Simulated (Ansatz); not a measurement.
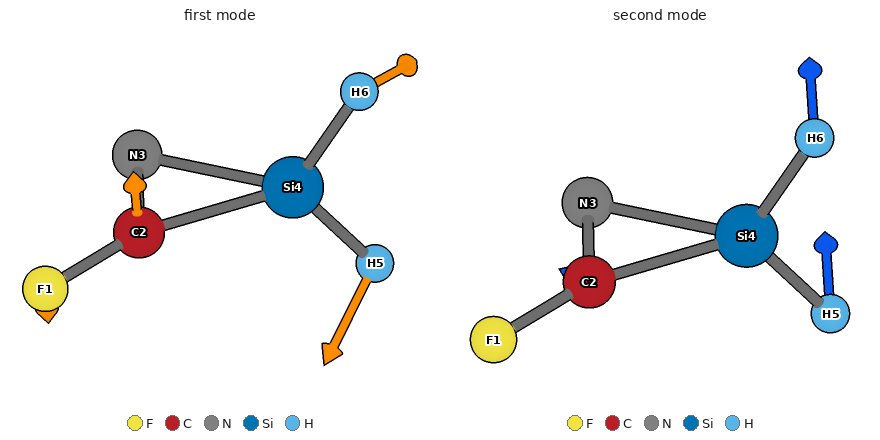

The system is CH₂FNSi, SMILES FC1=N[SiH2]1; the picture shows the reference structure; its two panels give the patterns of the first and the second mode as arrows. Coordinates scanned: (1) normal mode 2 (380 cm⁻¹); (2) normal mode 4 (649 cm⁻¹). Nothing is relaxed (straight displacements along the two mass-weighted modes). Grid: 15 × 15 points; 120 points were computed and 105 follow by symmetry. Points are written as (first, second). Energies are in kJ/mol, from the lowest grid point. Computed with RKS PBE0-D4/def2-TZVP in Ansatz 0.2.0.

Its coordinates:

```
atom    x (Å)    y (Å)    z (Å)
   F   1.4231  -1.6083   0.8515
   C   0.5130  -0.8154   0.3336
   N  -0.6241  -1.1109  -0.1245
  Si  -0.2844   0.6546  -0.2339
   H   0.0017   1.2434  -1.5575
   H  -0.9873   1.5727   0.6846
```

Range: normal mode 2 (380 cm⁻¹) from −1.171 to 1.171 amu½·Å; normal mode 4 (649 cm⁻¹) from −0.734 to 0.734 amu½·Å.

What landscape does the calculation give?

Answer. The lowest grid point is at (0.000 amu½·Å, 0.000 amu½·Å). It is the only kind of minimum in the scanned range. The highest grid point, (−1.171 amu½·Å, 0.734 amu½·Å), lies 111 kJ/mol above the lowest.

```csv
"normal mode 4 (649 cm⁻¹) ↓, normal mode 2 (380 cm⁻¹) →",−1.171,−1.004,−0.837,−0.669,−0.502,−0.335,−0.167,0.000,0.167,0.335,0.502,0.669,0.837,1.004,1.171
0.734,111,93,78,66,56,50,46,45,46,50,56,66,78,93,111
0.629,95,77,63,51,43,37,33,32,33,37,43,51,63,77,95
0.524,81,64,50,40,32,26,23,22,23,26,32,40,50,64,81
0.419,69,53,40,30,23,17,14,14,14,17,23,30,40,53,69
0.314,60,44,32,23,16,11,8,7,8,11,16,23,32,44,60
0.210,53,38,26,17,11,7,4,3,4,7,11,17,26,38,53
0.105,48,34,23,14,8,4,2,1,2,4,8,14,23,34,48
0.000,46,32,21,13,7,3,1,0,1,3,7,13,21,32,46
−0.105,47,33,22,14,8,4,2,1,2,4,8,14,22,33,47
−0.210,50,36,25,16,10,6,4,3,4,6,10,16,25,36,50
−0.314,56,41,30,21,15,11,9,8,9,11,15,21,30,41,56
−0.419,64,49,38,29,22,18,15,14,15,18,22,29,38,49,64
−0.524,75,60,48,39,32,27,24,23,24,27,32,39,48,60,75
−0.629,89,73,61,51,44,39,36,35,36,39,44,51,61,73,89
−0.734,105,89,76,66,59,53,50,49,50,53,59,66,76,89,105
```

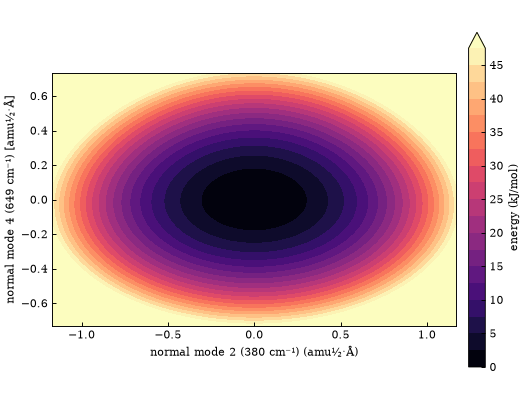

The picture shows filled contours, one colour for all values above the top of the scale. Between grid points the surface is interpolated.

The whole map (120 points run) took 9.5 min on 1 thread of Arm Neoverse V2, with other jobs on the host.
